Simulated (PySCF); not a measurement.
**Al₂F₄HN: density, localisation and related maps**

| atom | x (Å) | y (Å) | z (Å) |
| --- | --- | --- | --- |
| Al | 0.5074 | -0.7938 | -1.3491 |
| F | 0.0734 | -0.9327 | -2.9381 |
| F | 1.8252 | -1.6318 | -0.8154 |
| N | -0.4369 | 0.2286 | -0.2578 |
| Al | -0.2476 | 0.6537 | 1.4493 |
| F | 1.0349 | 0.1115 | 2.3347 |
| F | -1.3670 | 1.6191 | 2.1892 |
| H | -1.2510 | 0.6597 | -0.6966 |

Geometry: PBE0-D3(BJ)/def2-SVP.

Method: PBE0/pcSseg-1 Al:pcSseg-2, SCF density, gas phase, non-relativistic (PySCF 2.14.0).

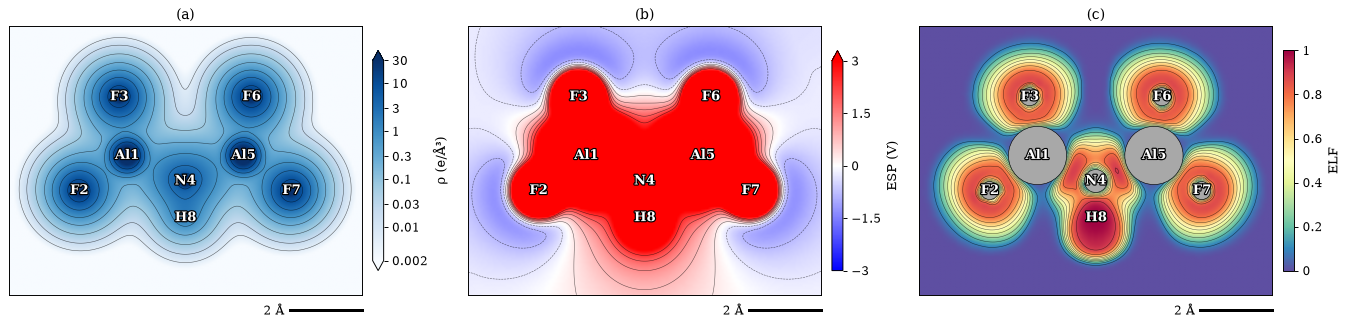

Figure 1. (a) total electron density; (b) electrostatic potential; (c) electron localisation function on the molecular plane. Grey discs cover the atomic cores in the ELF map.

Describe what can be read from this map.

Answer. Atoms in the plane: Al, F, N and H. Al–F (1.65 Å): ρ at the midpoint is about 0.93 e/Å³; the ELF peaks at about 0.85 in the valence shell of F, 0.5 Å from its nucleus, and is about 0.35 at the midpoint. Al–N (1.77 Å): the density is about 0.9 e/Å³ at the midpoint; the ELF peaks at about 0.90 in the valence shell of N, 0.7 Å from its nucleus, and is about 0.70 at the midpoint. N–H (1.02 Å): ρ is about 2.7 e/Å³ halfway; the ELF climbs to about 1 towards the hydrogen, as it does in any bond to H (an ordinary covalent bond to hydrogen). The ELF also peaks beside F7, F2, F6 and F3, away from the bonds: lone-pair regions. Outside the dense part of the molecule the potential is most negative (−1.3 V) near F3 and F6.

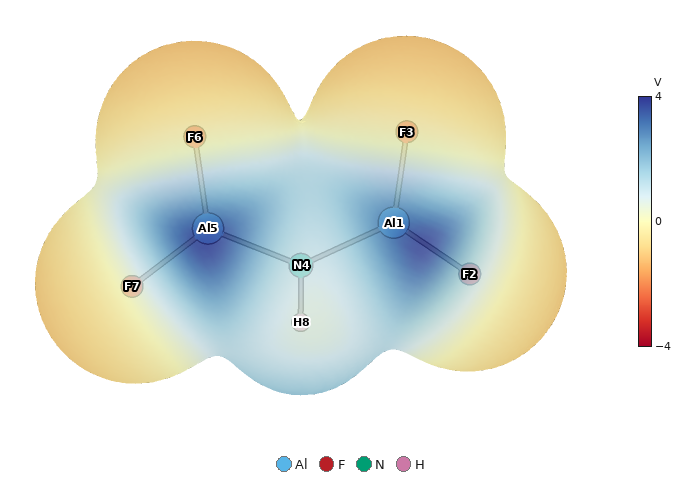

Figure 2. The electrostatic potential painted on the density surface at 0.001 e/bohr³, seen at a tilt; the colour scale runs from red (negative) to blue (positive).

Describe the electrostatic potential map.

Answer. The most negative region (about −1.1 V) lies over F3 and F6, the most positive (about +3.8 V) over Al1 and Al5.
